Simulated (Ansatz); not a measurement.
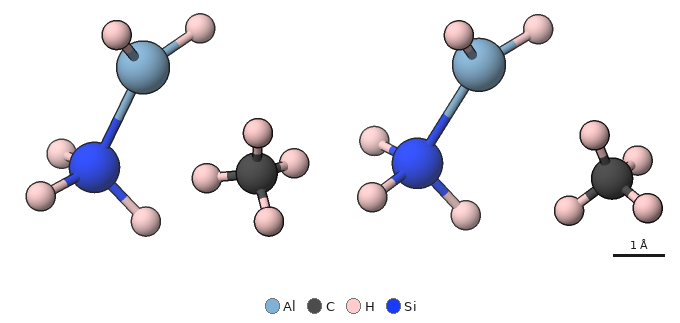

Two geometries of CH₉AlSi, drawn at one scale. One is the start of a relaxation, the other its converged end. Style: ball-and-stick. Shown at a tilt.

Method: UHF/def2-SVP in Ansatz. Settings: collinear spin; force threshold 0.03 eV/Å; at most 50 steps.

Question: Which geometry has the lower energy?

Answer: The right one is the relaxed one. The run prepares an end point of a later path (reaction) calculation, from a guessed geometry. The largest moves after the best rigid fit, 0.92 Å, are those of H atoms. Largest moves by element: H 0.92 Å, C 0.45 Å, Si 0.44 Å, Al 0.20 Å. Some distances before and after: Al–Si 2.361 → 2.486 Å, H–Si 1.497 → 1.489 Å, C–H 1.084 → 1.091 Å. After 12 accepted moves (14 points after the start) the energy has fallen by 5.01 kcal/mol. Largest force component: 1.5 eV/Å at the start, 0.029 eV/Å at the end. The line search rejected the trial steps at points 4, 13 of the run. The forces were under the threshold at step 6, but the run went on from there. Cost: 13 s on 2 threads of Arm Neoverse V2, with other jobs on the host, peak memory 0.2 GiB.

Limits of the set-up: the start holds two separate molecules, 2.4 Å apart at their closest, whose relative position is a soft coordinate and is computed without a dispersion correction; Hartree-Fock leaves out electron correlation.
